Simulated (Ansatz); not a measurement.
# AlH5O3S: what the fields show

```xyz
10

Al    0.0437   -0.3533    0.1980
S     0.8607    1.1112   -1.5354
O     1.2075   -0.6752    1.3978
O    -0.8582   -1.5269   -0.6370
H    -0.0767    1.6129   -0.4235
O    -0.8132    1.1619    0.6598
H    -0.1633    0.7907   -2.3454
H     1.7648   -1.4501    1.3943
H    -1.3385   -2.2376   -0.2192
H    -0.6266    1.5665    1.5107
```

A transition-state structure; geometry: PBE0-D4/def2-TZVP.

The calculation used RKS PBE0-D4/def2-TZVPP in Ansatz.

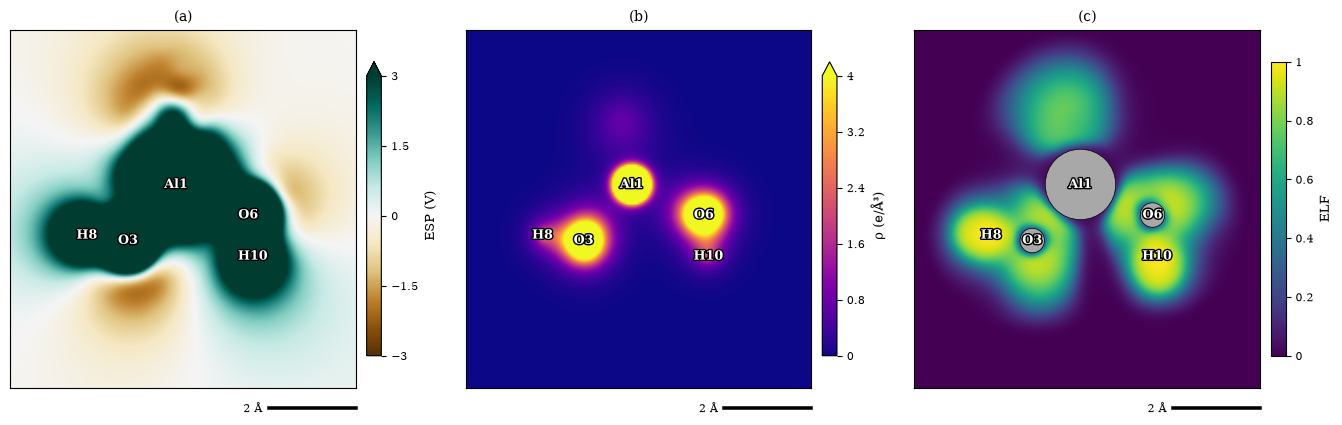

Figure 1. (a) molecular electrostatic potential; (b) total electron density; (c) ELF on the plane of atoms O3, Al1 and O6. Grey discs cover the atomic cores in the ELF map.

**Interpret the plot.**

The section cuts through Al, O and H sites.
Al–O (1.70 Å): ρ at the midpoint is about 0.91 e/Å³; the ELF peaks at about 0.85 in the valence shell of O, 0.6 Å from its nucleus, and is about 0.50 at the midpoint.
O–H (0.95 Å): the density is about 3.8 e/Å³ at the midpoint; the ELF climbs to about 1 towards the hydrogen, as it does in any bond to H; an ordinary covalent bond to hydrogen.
Al–O (1.80 Å): the density is about 0.73 e/Å³ at the midpoint; the ELF peaks at about 0.90 in the valence shell of O, 0.7 Å from its nucleus, and is about 0.55 at the midpoint.
The ELF also peaks beside O3 and O6, away from the bonds: lone-pair regions.
Outside the dense part of the molecule the potential is most negative (−2.2 V) near O4, which lies off the plane.

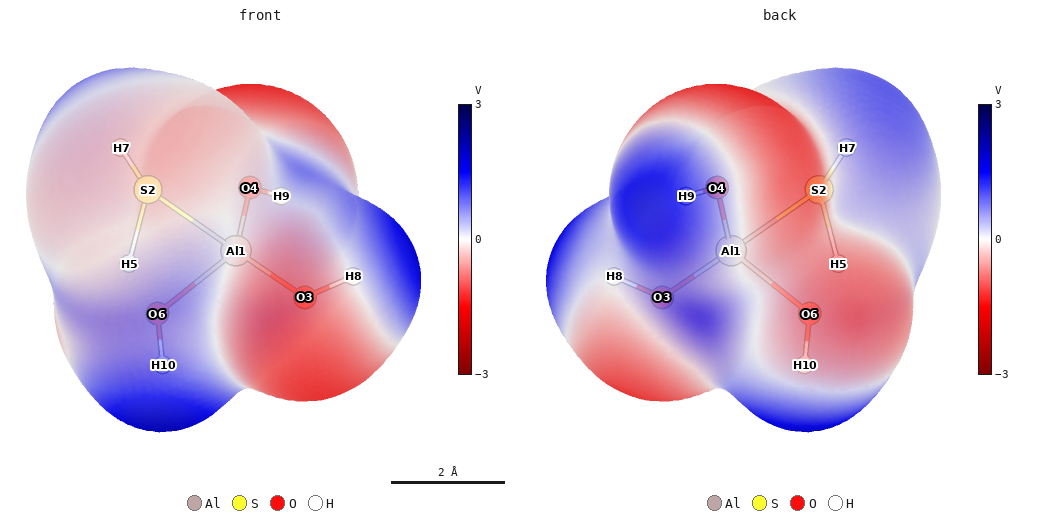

Figure 2. The molecular electrostatic potential painted on the density surface at 0.001 e/bohr³, seen from the front and from behind; red is negative and blue positive.

**Where is the surface potential most negative and most positive?**

The most negative region (about −1.3 V, or −30 kcal/mol for a unit charge) lies over O3 and O4, the most positive (about +2.0 V, or +46 kcal/mol for a unit charge) over H10.

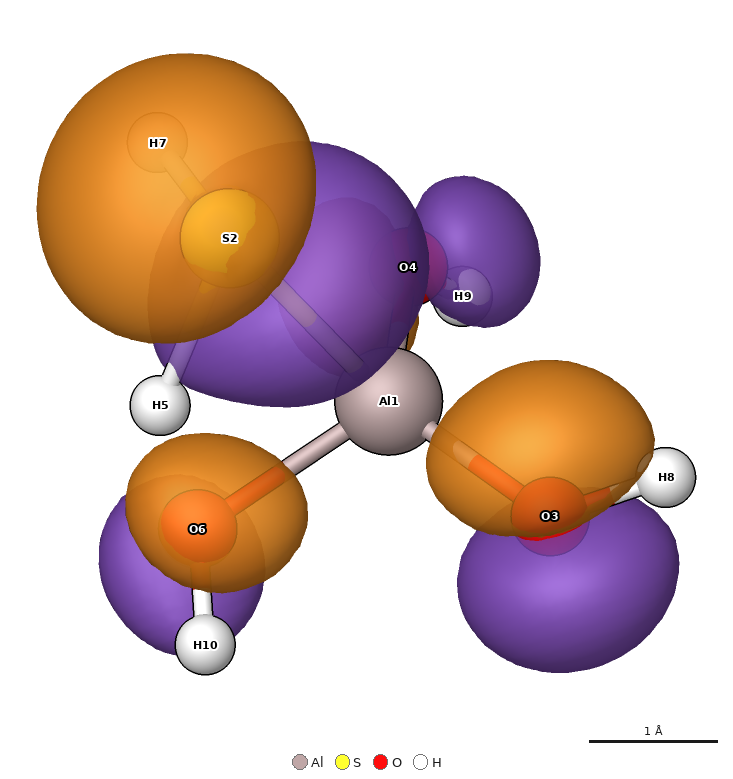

Figure 3. The HOMO−1 at ±0.1 Å⁻³ᐟ² (orange and purple are the two phases), seen at a tilt.

**Describe this orbital and give its energy.**

It lies mainly on S2 (about 40 %), O3 (about 25 %), O6 (about 10 %), O4 (about 10 %) and Al1 (about 10 %); largely a combination of lone pairs on S2, O3, O6 and O4. Its energy is −8.48 eV.
